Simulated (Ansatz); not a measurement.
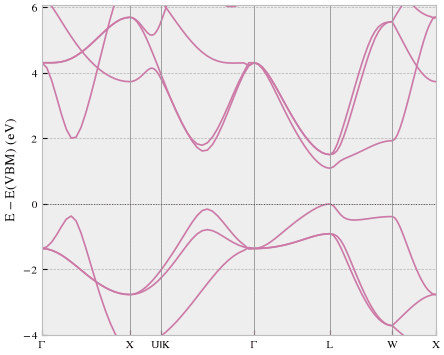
Figure. Band structure from r²SCAN in the plane-wave PAW code Ansatz

### Question
Read off the gap and where the band edges lie.

### Answer
About 1.1 eV (1.09 eV by a search for the band edges); maximum at L, minimum at L.

The material is TePb (rock salt, Fm-3m).

The r²SCAN relaxation kept the symmetry of its start; of distortions, only those at the zone centre were tested. Scalar-relativistic: spin–orbit coupling is off unless named, which matters more the heavier the elements.

Potentials: the later of the program's two PAW sets.
